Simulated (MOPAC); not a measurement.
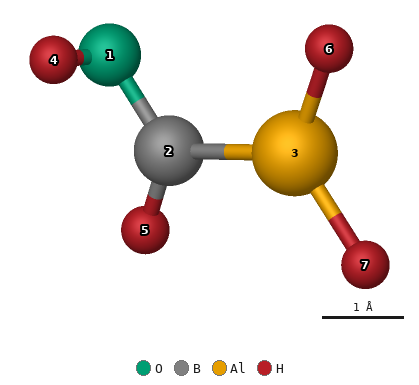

**Figure 1.** The input geometry (ball-and-stick view, seen at a tilt; atoms are numbered from 1 in the order of the input). Sticks mark near contacts. Bond lengths as drawn: Al–B 2.04 Å, Al–H 1.59 to 1.65 Å, B–H 1.20 Å, B–O 1.41 Å and H–O 0.93 Å.

Run report: AlBH$_{4}$O, property calculation

AlBH$_{4}$O, SMILES O[BH][AlH2], computed with PM6-DH2, closed shell, dispersion DH2, COSMO solvent (MOPAC 23.2.5).

Some settings of this run were made unusual or wrong on purpose. The geometry: force field.

The input (input.mop):
```
pm6-dh2 rsolv=1.0 bonds 1scf eps=0 vectors itry=74 super pl aux(precision=9) threads=1
properties of AlBH4O

O -1.651500 1 0.265100 1 -0.654900 1
B -0.253500 1 0.194800 1 -0.791900 1
Al 0.888600 1 0.000600 1 0.885200 1
H -1.953700 1 -0.612900 1 -0.714200 1
H 0.258500 1 0.223100 1 -1.875500 1
H 0.237800 1 -0.023700 1 2.340500 1
H 2.535000 1 -0.115000 1 0.765100 1
```

Machine: 1 thread of Arm Neoverse V2, 24 GiB of memory available, shared host.

Launch command:
```bash
mopac input.mop
```

Log:
```
MOPAC v23.2.5
PM6-DH2 CALCULATION RESULTS

 *  PM6-DH2    - CORRECT DISPERSION AND HYDROGEN BOND TERMS USING PM6-DH2
 *  EPS=0      - USE COSMO IMPLICIT SOLVATION MODEL
 *  RSOLV=  1.000
 *  1SCF       - DO 1 SCF AND THEN STOP
 *  THREADS=1  - MULTI-THREADING NOT USED
 *  ITRY=      - DO A MAXIMUM OF    74 ITERATIONS FOR SCF
 *  AUX        - OUTPUT AUXILIARY INFORMATION
 *  VECTORS    - FINAL EIGENVECTORS TO BE PRINTED
 *  BONDS      - FINAL BOND-ORDER MATRIX TO BE PRINTED
 *  SUPER      - PRINT SUPERDELOCALIZABILITIES
 *  PL         - MONITOR CONVERGENCE IN DENSITY MATRIX
pm6-dh2 rsolv=1.0 bonds 1scf eps=0 vectors itry=74 super pl aux(precision=9) threads=1
 properties of AlBH4O

   ATOM   CHEMICAL          X               Y               Z
  NUMBER   SYMBOL      (ANGSTROMS)     (ANGSTROMS)     (ANGSTROMS)

     1       O         -1.65150000  *   0.26510000  *  -0.65490000  *
     2       B         -0.25350000  *   0.19480000  *  -0.79190000  *
     3      Al          0.88860000  *   0.00060000  *   0.88520000  *
     4       H         -1.95370000  *  -0.61290000  *  -0.71420000  *
     5       H          0.25850000  *   0.22310000  *  -1.87550000  *
     6       H          0.23780000  *  -0.02370000  *   2.34050000  *
     7       H          2.53500000  *  -0.11500000  *   0.76510000  *

          CARTESIAN COORDINATES

    NO.       ATOM           X           Y           Z

     1         O         -1.6515      0.2651     -0.6549
     2         B         -0.2535      0.1948     -0.7919
     3        Al          0.8886      0.0006      0.8852
     4         H         -1.9537     -0.6129     -0.7142
     5         H          0.2585      0.2231     -1.8755
     6         H          0.2378     -0.0237      2.3405
     7         H          2.5350     -0.1150      0.7651

           Empirical Formula: H4 O B Al  =     7 atoms

      MOLECULAR POINT GROUP   :   C1

      RHF CALCULATION, NO. OF DOUBLY OCCUPIED LEVELS = 8

 ITERATION   1 PLS= 0.100E+01 0.000E+00 ENERGY     2364.650861 DELTAE 2264.6508612
 ITERATION   2 PLS= 0.122E+01 0.000E+00 ENERGY       47.550688 DELTAE-2317.1001733
 ITERATION   3 PLS= 0.694E-01 0.000E+00 ENERGY       27.442490 DELTAE  -20.1081977
 ITERATION   4 PLS= 0.435E-01 0.000E+00 ENERGY        6.436958 DELTAE  -21.0055324
 ITERATION   5 PLS= 0.104E-01 0.000E+00 ENERGY       17.931724 DELTAE   11.4947665
 ITERATION   6 PLS= 0.154E-01 0.000E+00 ENERGY       17.511907 DELTAE   -0.4198174
 ITERATION   7 PLS= 0.866E-02 0.000E+00 ENERGY       17.196737 DELTAE   -0.3151702
 ITERATION   8 PLS= 0.160E-02 0.000E+00 ENERGY       17.382814 DELTAE    0.1860776
 ITERATION   9 PLS= 0.597E-03 0.000E+00 ENERGY       17.382025 DELTAE   -0.0007892
 ITERATION  10 PLS= 0.263E-03 0.000E+00 ENERGY       17.381709 DELTAE   -0.0003158
 ITERATION  11 PLS= 0.562E-04 0.000E+00 ENERGY       17.381844 DELTAE    0.0001346
 ITERATION   1 PLS= 0.263E-04 0.000E+00 ENERGY       30.203827 DELTAE  -69.7961735
 ITERATION   2 PLS= 0.463E-01 0.000E+00 ENERGY       28.522375 DELTAE   -1.6814515
 ITERATION   3 PLS= 0.791E-02 0.000E+00 ENERGY       28.448792 DELTAE   -0.0735829
 ITERATION   4 PLS= 0.344E-02 0.000E+00 ENERGY       28.422934 DELTAE   -0.0258581
 ITERATION   5 PLS= 0.642E-03 0.000E+00 ENERGY       28.431253 DELTAE    0.0083191
 ITERATION   6 PLS= 0.299E-03 0.000E+00 ENERGY       28.431058 DELTAE   -0.0001952
 ITERATION   7 PLS= 0.168E-03 0.000E+00 ENERGY       28.430890 DELTAE   -0.0001681

          *********************************************
          *                                           *
          *                 WARNING                   *
          *                                           *
          *********************************************

          Dispersion parameters missing for Aluminum

          *********************************************
          *                                           *
          *              END OF WARNING               *
          *                                           *
          *********************************************

 -------------------------------------------------------------------------------
 pm6-dh2 rsolv=1.0 bonds 1scf eps=0 vectors itry=74 super pl aux(precision=9) threads=1
 properties of AlBH4O

     1SCF WAS SPECIFIED, SO BFGS WAS NOT USED
     SCF FIELD WAS ACHIEVED

                              PM6-DH2 CALCULATION

          FINAL HEAT OF FORMATION =         28.29862 KCAL/MOL =     118.40144 KJ/MOL
          VAN DER WAALS AREA      =        106.26 SQUARE ANGSTROMS

          DIELECTRIC ENERGY       =          0.41415 EV

          IONIZATION POTENTIAL    =          9.181031 EV
          HOMO LUMO ENERGIES (EV) =         -9.181 -1.122
          NO. OF FILLED LEVELS    =          8
          MOLECULAR WEIGHT        =         57.8225         POINT GROUP:  C1

          MOLECULAR DIMENSIONS (Angstroms)

            Atom       Atom       Distance
            H     7    H     4     4.75233
            H     6    H     5     4.02875
            O     1    H     7     0.83375

          SCF CALCULATIONS        =          2

          WALL-CLOCK TIME         =      0.027 SECONDS
          COMPUTATION TIME        =      0.009 SECONDS

   ATOM   CHEMICAL          X               Y               Z
  NUMBER   SYMBOL      (ANGSTROMS)     (ANGSTROMS)     (ANGSTROMS)

     1       O         -1.65150000  *   0.26510000  *  -0.65490000  *
     2       B         -0.25350000  *   0.19480000  *  -0.79190000  *
     3      Al          0.88860000  *   0.00060000  *   0.88520000  *
     4       H         -1.95370000  *  -0.61290000  *  -0.71420000  *
     5       H          0.25850000  *   0.22310000  *  -1.87550000  *
     6       H          0.23780000  *  -0.02370000  *   2.34050000  *
     7       H          2.53500000  *  -0.11500000  *   0.76510000  *

                             CARTESIAN COORDINATES

   1    O       -1.651500000     0.265100000    -0.654900000
   2    B       -0.253500000     0.194800000    -0.791900000
   3   Al        0.888600000     0.000600000     0.885200000
   4    H       -1.953700000    -0.612900000    -0.714200000
   5    H        0.258500000     0.223100000    -1.875500000
   6    H        0.237800000    -0.023700000     2.340500000
   7    H        2.535000000    -0.115000000     0.765100000

           Empirical Formula: H4 O B Al  =     7 atoms

      MOLECULAR POINT GROUP   :   C1

                EIGENVECTORS

   Root No.       1         2         3         4         5         6         7         8

                 1 A       2 A       3 A       4 A       5 A       6 A       7 A       8 A

               -30.615   -19.218   -16.234   -14.668   -13.542   -12.365   -11.108    -9.181

  S   O    1    0.8189    0.0520   -0.3231    0.1079   -0.2471    0.1097   -0.0116    0.0018
  Px  O    1    0.0818    0.6029    0.0569   -0.0816    0.4849   -0.2649    0.1068    0.1073
  Py  O    1   -0.2246    0.4260   -0.4783    0.1187   -0.4223    0.1463   -0.0494   -0.0752
  Pz  O    1   -0.0297   -0.0184   -0.0707    0.3884    0.3614    0.6286   -0.0113    0.5441
  S   B    2    0.2163    0.4799    0.4862   -0.0553   -0.0808    0.2237   -0.0587   -0.1092
  Px  B    2   -0.2538   -0.1625    0.2625    0.0698   -0.2771    0.3023   -0.0592   -0.1155
  Py  B    2   -0.0283    0.1023   -0.1784    0.0228   -0.1505    0.0439   -0.0200    0.0217
  Pz  B    2    0.0214    0.0115   -0.0670    0.3859    0.2945    0.1272    0.0319   -0.4581
  S  Al    3    0.0065    0.0877    0.3213    0.6205   -0.1845   -0.1852    0.0397   -0.1458
  Px Al    3   -0.0229   -0.0589   -0.0453   -0.0096   -0.1347   -0.1205    0.5442    0.2688
  Py Al    3   -0.0015    0.0182   -0.0113   -0.0047   -0.0080    0.0413   -0.0263   -0.0388
  Pz Al    3   -0.0105   -0.0658   -0.1199    0.0841   -0.0152   -0.3442   -0.3241    0.3908
  x2 Al    3    0.0125    0.0085    0.0121    0.0281   -0.0003   -0.0095    0.0309    0.0104
  xz Al    3    0.0172    0.0209    0.0161   -0.0117    0.0135    0.0315    0.0160   -0.0248
  z2 Al    3   -0.0026    0.0108    0.0286    0.0023   -0.0156    0.0030   -0.0511    0.0024
  yz Al    3    0.0009   -0.0081    0.0015   -0.0028    0.0064   -0.0053    0.0025    0.0019
  xy Al    3    0.0006   -0.0084    0.0038   -0.0056    0.0046   -0.0028   -0.0046    0.0005
  S   H    4    0.3961   -0.3725    0.2340   -0.0426    0.0578   -0.0026   -0.0081   -0.0141
  S   H    5    0.0316    0.1707    0.3472   -0.2378   -0.3285    0.1682   -0.0900    0.3528
  S   H    6   -0.0008    0.0133    0.0966    0.3546   -0.0855   -0.3283   -0.4802    0.2059
  S   H    7   -0.0010    0.0063    0.1068    0.2865   -0.1749   -0.1883    0.5757    0.1888

   Root No.       9        10        11        12        13        14        15

                 9 A      10 A      11 A      12 A      13 A      14 A      15 A

                -1.122     0.896     1.709     3.580     4.446     4.891     5.235

  S   O    1   -0.0839    0.0376   -0.1957    0.2680   -0.0700   -0.1056    0.0100
  Px  O    1    0.0858   -0.0898   -0.3118    0.2211    0.0831    0.3147   -0.0105
  Py  O    1   -0.1452    0.0592    0.1172   -0.2313    0.1832    0.4341   -0.0161
  Pz  O    1   -0.0142    0.0000    0.0030   -0.0926   -0.0431    0.0052   -0.0905
  S   B    2   -0.0071    0.0865    0.5890    0.0100   -0.1996   -0.0809   -0.0771
  Px  B    2    0.0511   -0.0384   -0.1673    0.6569   -0.0343    0.2916    0.0167
  Py  B    2    0.7789   -0.5390    0.0835   -0.0034   -0.0715   -0.1373   -0.0357
  Pz  B    2    0.0592   -0.0046    0.1611    0.1894    0.2158    0.0458    0.5096
  S  Al    3   -0.0009   -0.0549   -0.3653   -0.3580   -0.3665    0.0236    0.0651
  Px Al    3    0.0402    0.0924    0.1433    0.1903   -0.4385    0.3269   -0.0153
  Py Al    3    0.5662    0.8058   -0.1319   -0.0607    0.0524   -0.0054   -0.0313
  Pz Al    3    0.0293    0.0876    0.3087    0.0864   -0.2023    0.0623    0.5838
  x2 Al    3   -0.0019    0.0041    0.0195    0.0039    0.0324   -0.0091    0.0020
  xz Al    3   -0.0011    0.0021    0.0120   -0.0038   -0.0095    0.0061    0.0288
  z2 Al    3   -0.0030    0.0033    0.0003    0.0290   -0.0040    0.0146   -0.0154
  yz Al    3   -0.0222    0.0147   -0.0044   -0.0046    0.0013    0.0023   -0.0009
  xy Al    3   -0.0141    0.0096   -0.0054   -0.0019   -0.0031    0.0041   -0.0019
  S   H    4    0.1662   -0.1197    0.1515   -0.3044    0.2523    0.6421   -0.0349
  S   H    5    0.0072   -0.0541   -0.3246   -0.1079    0.2880   -0.0469    0.4292
  S   H    6    0.0040    0.0271    0.1011    0.2498    0.2389    0.0412   -0.4374
  S   H    7    0.0091    0.0240    0.1926    0.0810    0.5339   -0.2468   -0.0000

           SUPERDELOCALIZABILITIES

 Mulliken electronegativity:        5.151422
 Parr & Pople absolute hardness:    4.029609
 Schuurmann MO shift alpha:        -5.151422

 Ehomo:                            -9.181031
 Elumo:                            -1.121813

  a   n        Dn(r)        De(r)   q(r) - Z(r)

  O   1    -0.184205    -0.678014    -6.465049
  B   2    -0.769874    -0.351460    -2.949803
 Al   3    -0.812252    -0.426753    -2.821336

 Total:    -1.766330    -1.456228

  a   n        piS(r)

  O   1    -0.107984
  B   2    -0.174327
 Al   3    -0.181046

 Total:    -0.463356

  a   n       homo-1         homo         lumo       lumo+1

  O   1     1.410900    31.323579     3.567131     1.297937
  B   2     0.836421    23.556861    61.282193    29.950332
 Al   3    40.727442    24.845751    32.373602    66.893966

              NET ATOMIC CHARGES AND DIPOLE CONTRIBUTIONS

  ATOM NO.   TYPE          CHARGE      No. of ELECS.   s-Pop       p-Pop       d-Pop
    1          O          -0.465052        6.4651     1.72492     4.74013
    2          B           0.050198        2.9498     1.17689     1.77291
    3         Al           0.178667        2.8213     1.17418     1.62788     0.01927
    4          H           0.288472        0.7115     0.71153
    5          H           0.047853        0.9521     0.95215
    6          H          -0.046798        1.0468     1.04680
    7          H          -0.053339        1.0533     1.05334
 DIPOLE           X         Y         Z       TOTAL
 POINT-CHG.     1.040    -1.308    -0.111     1.675
 HYBRID        -0.796    -0.021    -0.257     0.836
 SUM            0.244    -1.329    -0.368     1.401

          ATOMIC ORBITAL ELECTRON POPULATIONS

     Atom    s        px        py        pz      x^2-y^2     xz        z^2       yz        xy
    1  O   1.72492   1.41676   1.36527   1.95810
    2  B   1.17689   0.69924   0.13811   0.93557
    3 Al   1.17418   0.81433   0.00890   0.80465   0.00463   0.00635   0.00764   0.00031   0.00033
    4  H   0.71153
    5  H   0.95215
    6  H   1.04680
    7  H   1.05334

          BONDING CONTRIBUTION OF EACH M.O.

  1.3660  1.7787  1.4110  1.5377  1.1091  1.1454  2.0470  1.5116 -0.3349 -0.1948
 -2.0491 -1.8293 -1.9667 -1.7736 -1.8466 -1.8475 -0.0129 -0.0004 -0.0015 -0.0199
 -0.0292

            (VALENCIES)   BOND ORDERS

     1  O     (2.038)     2  B 1.107     4  H 0.870     3 Al 0.035     5  H 0.018

     2  B     (3.044)     1  O 1.107     5  H 0.946     3 Al 0.920     4  H 0.042     7  H 0.015     6  H 0.014

     3 Al     (2.915)     6  H 0.968     7  H 0.965     2  B 0.920     1  O 0.035     5  H 0.026

     4  H     (0.917)     1  O 0.870     2  B 0.042

     5  H     (0.998)     2  B 0.946     3 Al 0.026     1  O 0.018

     6  H     (0.998)     3 Al 0.968     2  B 0.014

     7  H     (0.997)     3 Al 0.965     2  B 0.015

 *                    *
 * JOB ENDED NORMALLY *
 *                    *

 TOTAL JOB TIME:             0.04 SECONDS

 == MOPAC DONE ==
```

Outcome:

```json
{"quantity": "outcome", "value": "converged"}
{"quantity": "heat of formation", "value": "28.30 kcal/mol"}
{"quantity": "basis functions", "value": "21"}
{"quantity": "HOMO", "value": "−9.18 eV"}
{"quantity": "LUMO", "value": "−1.12 eV"}
{"quantity": "dipole moment", "value": "1.40 D"}
{"quantity": "peak memory", "value": "0.12 GiB"}
```

Diagnosis:

Some settings of this run were drawn to be unusual or wrong. It converged; results that depend on the unusual settings are not reference values. MOPAC's energies along a path are heats of formation.
